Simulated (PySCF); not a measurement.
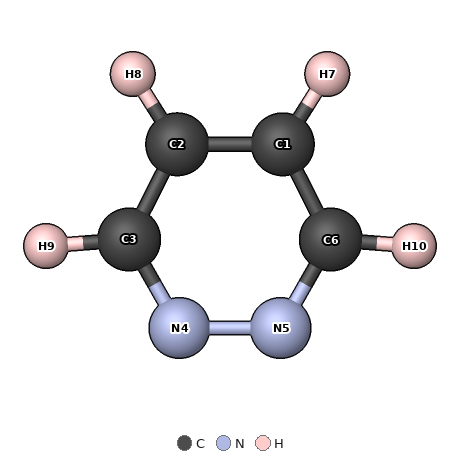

C₄H₄N₂ (pyridazine), SMILES c1ccnnc1. Simulated ¹H spectrum at 300 MHz, line width 0.6 Hz, from GIAO shifts (B97-2/pcSseg-2, against TMS) and couplings (PBE0/pcJ-2), PySCF, at a PBE0-D3(BJ)/def2-TZVP geometry (no frequency check). Gas phase, values of one conformer, averaged over methyl-type rotors and exact or near symmetry; couplings among ¹H are treated exactly, other nuclei are left out. The upper panels enlarge each group of lines, each scaled alone.

> Give the shifts and couplings that make up the spectrum.

```tsv
δ (ppm)	nuclei	atoms
9.54	2	H9, H10
7.33	2	H7, H8
```


```
         pair  J (Hz)
        H7–H8     9.3
H9–H8, H10–H7     5.9
H9–H7, H10–H8     1.8
       H9–H10     1.6
```

Not listed: couplings under 0.5 Hz, those between magnetically equivalent nuclei.

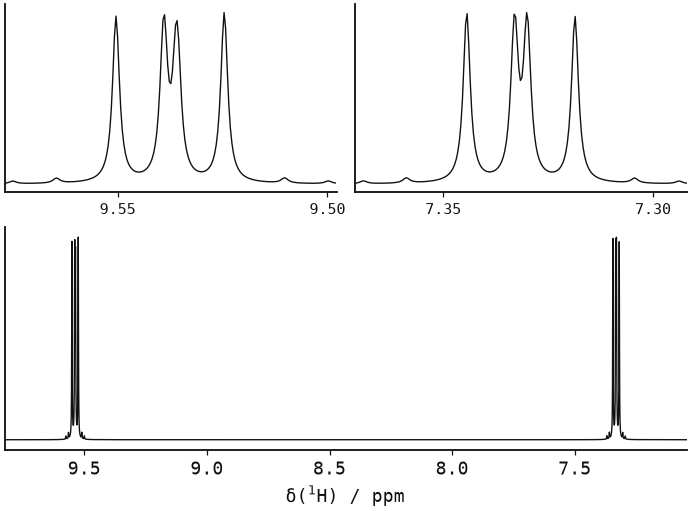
